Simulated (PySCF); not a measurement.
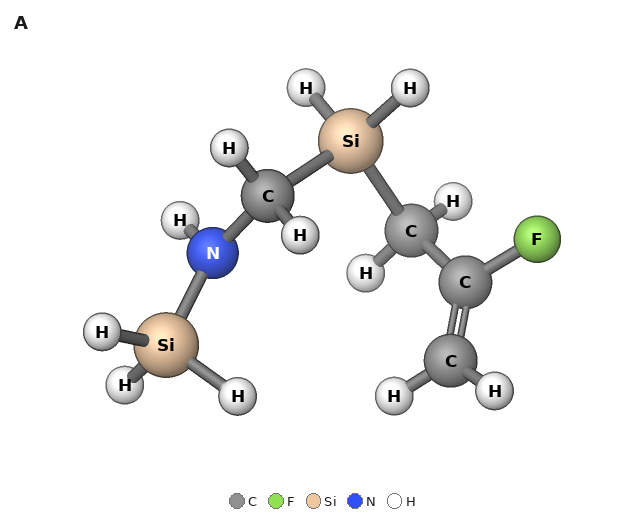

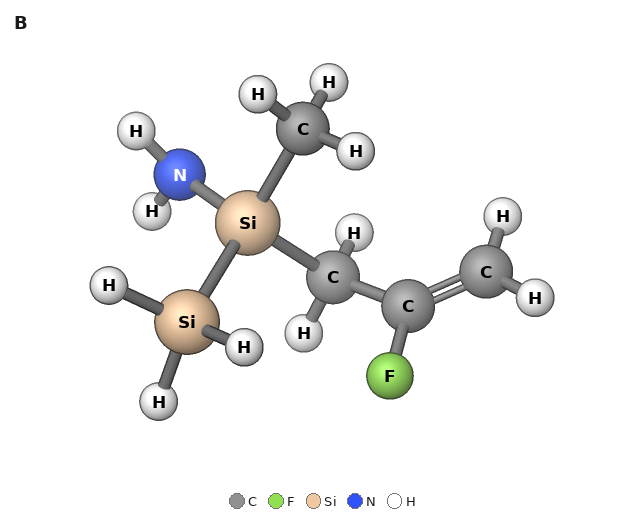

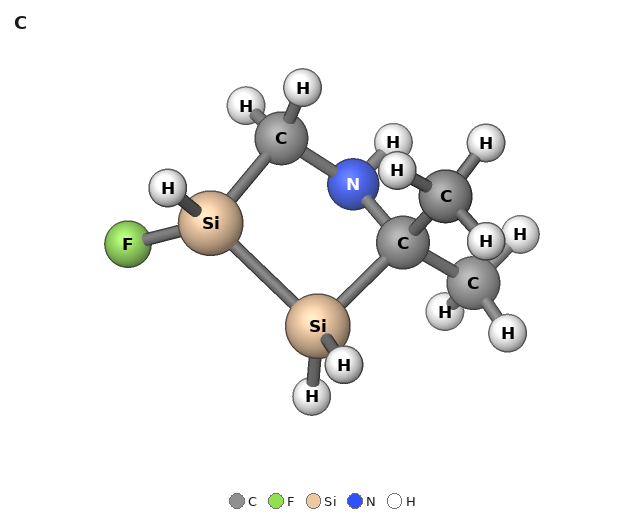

3 stationary structures of one formula. Geometries: GFN2-xTB. Electronic energies: PBE0/pcSseg-1 (PySCF 2.14.0), without zero-point energy. No frequency run is at hand to confirm each as a minimum. Each is one conformer, not always the lowest.

Which structure is the most stable?

C is lowest; B lies 0.828 eV above it, A lies 1.825 eV above it. A is `C=C(F)C[SiH2]CN[SiH3]`, B is `C=C(F)C[Si@@](C)(N)[SiH3]`, C is `CC1(C)NC[Si@@H](F)[SiH2]1`.

The geometry is semi-empirical. Around Si such bond lengths and angles can be off by a tenth of an ångström or more and by several degrees, and values that hang on the shape move with them.
